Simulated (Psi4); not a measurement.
# Interaction calculation of BSiH3ClO (charge −1) (part 1 of 2)

System: BSiH3ClO, charge −1, SMILES [SiH3-].O=BCl.
Method: SAPT0/jun-cc-pVTZ, RHF (Psi4 1.11).

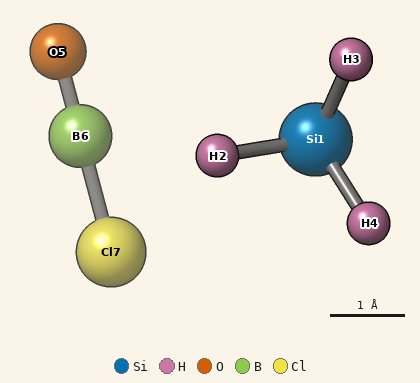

Figure 1. The input geometry (ball-and-stick view, seen at a tilt; atoms are numbered from 1 in the order of the input).

## Key numbers

| quantity | value |
| --- | --- |
| outcome | converged |
| SCF energy | −849.825699 hartree |
| basis functions | 206 |
| hardware | 1 thread of AMD EPYC (Zen 3), 24 GiB of memory available, shared host |
| wall time | 23 s |
| peak memory | 0.56 GiB |

## Input (run.py)
```python
import psi4

psi4.set_memory('1600 MB')
psi4.set_num_threads(1)
psi4.set_output_file('output.dat', False)

mol = psi4.geometry("""
-1 1
Si     0.539700    -0.050720    -0.300900
H      0.426600     0.622270     1.085900
H     -0.298500    -1.283720     0.106800
H     -0.667800     0.712180    -0.891800
--
0 1
O      3.035260     0.176870     2.564860
B      2.649410     1.133100     1.964510
Cl     2.118700     2.445260     1.138800
symmetry c1
no_reorient
no_com
""")

psi4.set_options({
    'basis': 'jun-cc-pVTZ',
    'scf_type': 'df',
    'freeze_core': 'true',
})

E = psi4.energy("sapt0")
print('E =', round(E, 9))
```

Launch command:
```bash
python run.py
```

## Output
```
Psi4 1.11 release

   => Loading Basis Set <=

    Name: JUN-CC-PVTZ
    Role: ORBITAL
    Keyword: BASIS

   => Loading Basis Set <=

    Name: JUN-CC-PVTZ
    Role: ORBITAL
    Keyword: BASIS

  //>>>>>>>>>>>>>>>>>>>>>>>>>>>>>>>>>>>//
  //              Dimer HF             //
  //<<<<<<<<<<<<<<<<<<<<<<<<<<<<<<<<<<<//

   => Loading Basis Set <=

    Name: JUN-CC-PVTZ
    Role: ORBITAL
    Keyword: BASIS

         ---------------------------------------------------------
                                   SCF
                              RHF Reference
                        1 Threads,   1525 MiB Core
         ---------------------------------------------------------

  ==> Geometry <==

    Molecular point group: c1
    Full point group: C1

    Geometry (in Angstrom), charge = -1, multiplicity = 1:

       Center              X                  Y                   Z               Mass
    ------------   -----------------  -----------------  -----------------  -----------------
         SI           0.539700000000    -0.050720000000    -0.300900000000    27.976926534650
         H            0.426600000000     0.622270000000     1.085900000000     1.007825032230
         H           -0.298500000000    -1.283720000000     0.106800000000     1.007825032230
         H           -0.667800000000     0.712180000000    -0.891800000000     1.007825032230
         O            3.035260000000     0.176870000000     2.564860000000    15.994914619570
         B            2.649410000000     1.133100000000     1.964510000000    11.009305360000
         CL           2.118700000000     2.445260000000     1.138800000000    34.968852682000

  Running in c1 symmetry.

  Rotational constants: A =      0.16128  B =      0.02342  C =      0.02095 [cm^-1]
  Rotational constants: A =   4835.09552  B =    702.21300  C =    628.07386 [MHz]
  Nuclear repulsion =  164.179077381310151

  Charge       = -1
  Multiplicity = 1
  Electrons    = 48
  Nalpha       = 24
  Nbeta        = 24

  ==> Algorithm <==

  SCF Algorithm Type is DF.
  DIIS enabled.
  MOM disabled.
  Fractional occupation disabled.
  Guess Type is SAD.
  Energy threshold   = 1.00e-08
  Density threshold  = 1.00e-08
  Integral threshold = 1.00e-12

  ==> Primary Basis <==

  Basis Set: JUN-CC-PVTZ
    Blend: JUN-CC-PVTZ
    Number of shells: 74
    Number of basis functions: 206
    Number of Cartesian functions: 233
    Spherical Harmonics?: true
    Max angular momentum: 3

   => Loading Basis Set <=

    Name: (JUN-CC-PVTZ AUX)
    Role: JKFIT
    Keyword: DF_BASIS_SCF

  ==> Integral Setup <==

  DFHelper Memory: AOs need 0.182 GiB; user supplied 1.118 GiB.
  SCF_SUBTYPE=INCORE selected. In-core MEM_DF algorithm will be used.
  Using in-core AOs.

  ==> MemDFJK: Density-Fitted J/K Matrices <==

    J tasked:                   Yes
    K tasked:                   Yes
    wK tasked:                   No
    Memory [MiB]:              1144
    Algorithm:                 Core
    Schwarz Cutoff:           1E-12
    Mask sparsity (%):       2.7005
    Fitting Condition:        1E-10

   => Auxiliary Basis Set <=

  Basis Set: (JUN-CC-PVTZ AUX)
    Blend: JUN-CC-PVTZ-JKFIT
    Number of shells: 170
    Number of basis functions: 554
    Number of Cartesian functions: 667
    Spherical Harmonics?: true
    Max angular momentum: 4

  Minimum eigenvalue in the overlap matrix is 1.6949819676E-04.
  Reciprocal condition number of the overlap matrix is 2.0764533706E-05.
    Using symmetric orthogonalization.

  ==> Pre-Iterations <==

  SCF Guess: Superposition of Atomic Densities via on-the-fly atomic UHF (no occupation information).

   -------------------------
    Irrep   Nso     Nmo
   -------------------------
     A        206     206
   -------------------------
    Total     206     206
   -------------------------

  ==> Iterations <==

                           Total Energy        Delta E     RMS |[F,P]|

   @DF-RHF iter SAD:  -848.65692582407883   -8.48657e+02   0.00000e+00
   @DF-RHF iter   1:  -849.63945096201962   -9.82525e-01   3.05607e-03 DIIS/ADIIS
   @DF-RHF iter   2:  -849.72679487259256   -8.73439e-02   2.55007e-03 DIIS/ADIIS
   @DF-RHF iter   3:  -849.82294487892727   -9.61500e-02   2.50573e-04 DIIS/ADIIS
   @DF-RHF iter   4:  -849.82520683084329   -2.26195e-03   8.12589e-05 DIIS
   @DF-RHF iter   5:  -849.82565452649442   -4.47696e-04   2.21111e-05 DIIS
   @DF-RHF iter   6:  -849.82569653300459   -4.20065e-05   6.32994e-06 DIIS
   @DF-RHF iter   7:  -849.82569912926385   -2.59626e-06   1.72827e-06 DIIS
   @DF-RHF iter   8:  -849.82569932793092   -1.98667e-07   4.88766e-07 DIIS
   @DF-RHF iter   9:  -849.82569934400215   -1.60712e-08   1.37170e-07 DIIS
   @DF-RHF iter  10:  -849.82569934539617   -1.39403e-09   4.50079e-08 DIIS
   @DF-RHF iter  11:  -849.82569934562139   -2.25214e-10   1.51599e-08 DIIS
   @DF-RHF iter  12:  -849.82569934565038   -2.89901e-11   4.58130e-09 DIIS
  Energy and wave function converged.

  ==> Post-Iterations <==

    Orbital Energies [Eh]
    ---------------------

    Doubly Occupied:

       1A   -104.751398     2A    -68.536471     3A    -20.416763
       4A    -10.479750     5A     -7.946531     6A     -7.944725
       7A     -7.944697     8A     -7.548921     9A     -5.883482
      10A     -3.988073    11A     -3.987905    12A     -3.987170
      13A     -1.196198    14A     -1.043074    15A     -0.540750
      16A     -0.488009    17A     -0.486113    18A     -0.432989
      19A     -0.424618    20A     -0.358560    21A     -0.356830
      22A     -0.234226    23A     -0.229629    24A     -0.084805

    Virtual:

      25A      0.121526    26A      0.140789    27A      0.145138
      28A      0.158919    29A      0.174672    30A      0.196427
      31A      0.203479    32A      0.213888    33A      0.222960
      34A      0.245025    35A      0.260680    36A      0.279282
      37A      0.293302    38A      0.295614    39A      0.303511
      40A      0.306344    41A      0.311922    42A      0.320863
      43A      0.323600    44A      0.332407    45A      0.344368
      46A      0.360804    47A      0.389868    48A      0.391011
      49A      0.405241    50A      0.415163    51A      0.431182
      52A      0.435055    53A      0.445087    54A      0.467961
      55A      0.493031    56A      0.500037    57A      0.516747
      58A      0.538250    59A      0.542786    60A      0.569856
      61A      0.577429    62A      0.614811    63A      0.626857
      64A      0.637923    65A      0.647205    66A      0.653620
      67A      0.662722    68A      0.680343    69A      0.702272
      70A      0.717583    71A      0.741416    72A      0.746443
      73A      0.771849    74A      0.798751    75A      0.812681
      76A      0.858149    77A      0.876430    78A      0.893760
      79A      0.922182    80A      0.955246    81A      0.973539
      82A      0.993496    83A      1.003594    84A      1.010014
      85A      1.021937    86A      1.030581    87A      1.037517
      88A      1.042725    89A      1.081196    90A      1.091753
      91A      1.099952    92A      1.144408    93A      1.159281
      94A      1.210803    95A      1.273368    96A      1.281671
      97A      1.324486    98A      1.338720    99A      1.357109
     100A      1.382375   101A      1.396814   102A      1.440201
     103A      1.475006   104A      1.484908   105A      1.502493
     106A      1.517100   107A      1.546569   108A      1.554192
     109A      1.573511   110A      1.584935   111A      1.666823
     112A      1.679256   113A      1.724546   114A      1.739236
     115A      1.757474   116A      1.772028   117A      1.846128
     118A      1.847301   119A      1.882286   120A      1.908558
     121A      1.953853   122A      2.017849   123A      2.040876
     124A      2.044132   125A      2.082662   126A      2.086931
     127A      2.130549   128A      2.164964   129A      2.218639
     130A      2.235079   131A      2.275527   132A      2.285202
     133A      2.335794   134A      2.441028   135A      2.451922
     136A      2.457347   137A      2.509494   138A      2.527453
     139A      2.553286   140A      2.564697   141A      2.673281
     142A      2.695676   143A      2.746695   144A      2.788554
     145A      2.875545   146A      2.914858   147A      2.949569
     148A      2.953445   149A      2.974972   150A      2.986041
     151A      3.019949   152A      3.104230   153A      3.110949
     154A      3.203416   155A      3.251032   156A      3.266098
     157A      3.338601   158A      3.376284   159A      3.393154
     160A      3.705362   161A      3.720135   162A      3.744664
     163A      3.758711   164A      3.788588   165A      3.838302
     166A      3.859717   167A      3.966793   168A      4.000663
     169A      4.002484   170A      4.041791   171A      4.058722
     172A      4.165076   173A      4.217851   174A      4.251863
     175A      4.290081   176A      4.429825   177A      4.436980
     178A      4.481788   179A      4.508370   180A      4.542299
     181A      4.605456   182A      4.618564   183A      4.707758
     184A      4.731090   185A      4.749400   186A      5.026061
     187A      5.069915   188A      5.107625   189A      5.111977
     190A      5.218600   191A      5.713291   192A      5.755581
     193A      5.757024   194A      6.077506   195A      6.078890
     196A      6.638783   197A      6.654751   198A      6.679360
     199A      6.957126   200A      7.289036   201A      7.301030
     202A      7.584961   203A      7.602870   204A      7.858343
     205A     11.981718   206A     13.052261

    Final Occupation by Irrep:
              A
    DOCC [    24 ]
    NA   [    24 ]
    NB   [    24 ]

  @DF-RHF Final Energy:  -849.82569934565038

   => Energetics <=

    Nuclear Repulsion Energy =            164.1790773813101509
    One-Electron Energy =               -1509.4261793554562701
    Two-Electron Energy =                 495.4214026284956844
    Total Energy =                       -849.8256993456503778

Computation Completed

Properties will be evaluated at   0.000000,   0.000000,   0.000000 [a0]

Properties computed using the SCF density matrix

 Multipole Moments:

 ------------------------------------------------------------------------------------
     Multipole            Electronic (a.u.)      Nuclear  (a.u.)        Total (a.u.)
 ------------------------------------------------------------------------------------

 L = 1.  Multiply by 2.5417464519 to convert [e a0] to [Debye]
 Dipole X            :       -153.9600778          152.2422515           -1.7178263
 Dipole Y            :        -89.9231326           90.6889583            0.7658257
 Dipole Z            :        -86.9401320           86.5292932           -0.4108388
 Magnitude           :                                                    1.9251506

 ------------------------------------------------------------------------------------

	total time  =          5 seconds =       0.08 minutes

  //>>>>>>>>>>>>>>>>>>>>>>>>>>>>>>>>>>>//
  //            Monomer A HF           //
  //<<<<<<<<<<<<<<<<<<<<<<<<<<<<<<<<<<<//

  ==> Geometry <==

    Molecular point group: c1
    Full point group: C1

    Geometry (in Angstrom), charge = -1, multiplicity = 1:

       Center              X                  Y                   Z               Mass
    ------------   -----------------  -----------------  -----------------  -----------------
         SI           0.539700000000    -0.050720000000    -0.300900000000    27.976926534650
         H            0.426600000000     0.622270000000     1.085900000000     1.007825032230
         H           -0.298500000000    -1.283720000000     0.106800000000     1.007825032230
         H           -0.667800000000     0.712180000000    -0.891800000000     1.007825032230
      Gh(O)           3.035260000000     0.176870000000     2.564860000000    15.994914619570
      Gh(B)           2.649410000000     1.133100000000     1.964510000000    11.009305360000
      Gh(CL)          2.118700000000     2.445260000000     1.138800000000    34.968852682000

  Running in c1 symmetry.

  Rotational constants: A =      0.16128  B =      0.02342  C =      0.02095 [cm^-1]
  Rotational constants: A =   4835.09552  B =    702.21300  C =    628.07386 [MHz]
  Nuclear repulsion =   15.080998015112073

  Charge       = -1
  Multiplicity = 1
  Electrons    = 18
  Nalpha       = 9
  Nbeta        = 9

  ==> Iterations <==

                           Total Energy        Delta E     RMS |[F,P]|

   @DF-RHF iter SAD:  -290.05876151217677   -2.90059e+02   0.00000e+00
   @DF-RHF iter   1:  -290.59242585804822   -5.33664e-01   1.16161e-03 DIIS/ADIIS
   @DF-RHF iter   2:  -290.64127836987814   -4.88525e-02   4.12489e-04 DIIS/ADIIS
   @DF-RHF iter   3:  -290.64543839256203   -4.16002e-03   9.02263e-05 DIIS
   @DF-RHF iter   4:  -290.64625932535819   -8.20933e-04   2.11121e-05 DIIS
   @DF-RHF iter   5:  -290.64631879020658   -5.94648e-05   3.71943e-06 DIIS
   @DF-RHF iter   6:  -290.64632107390014   -2.28369e-06   7.87112e-07 DIIS
   @DF-RHF iter   7:  -290.64632121277708   -1.38877e-07   1.88930e-07 DIIS
   @DF-RHF iter   8:  -290.64632122109157   -8.31449e-09   5.07279e-08 DIIS
   @DF-RHF iter   9:  -290.64632122169616   -6.04587e-10   1.04998e-08 DIIS
   @DF-RHF iter  10:  -290.64632122171787   -2.17142e-11   1.65820e-09 DIIS
  Energy and wave function converged.

  ==> Post-Iterations <==

    Final Occupation by Irrep:
              A
    DOCC [     9 ]
    NA   [     9 ]
    NB   [     9 ]

  @DF-RHF Final Energy:  -290.64632122171787

   => Energetics <=

    Nuclear Repulsion Energy =             15.0809980151120726
    One-Electron Energy =                -436.8373121494480529
    Two-Electron Energy =                 131.1099929126181678
    Total Energy =                       -290.6463212217178125

Computation Completed

Properties will be evaluated at   0.000000,   0.000000,   0.000000 [a0]

Properties computed using the SCF density matrix

 Multipole Moments:

 ------------------------------------------------------------------------------------
     Multipole            Electronic (a.u.)      Nuclear  (a.u.)        Total (a.u.)
```
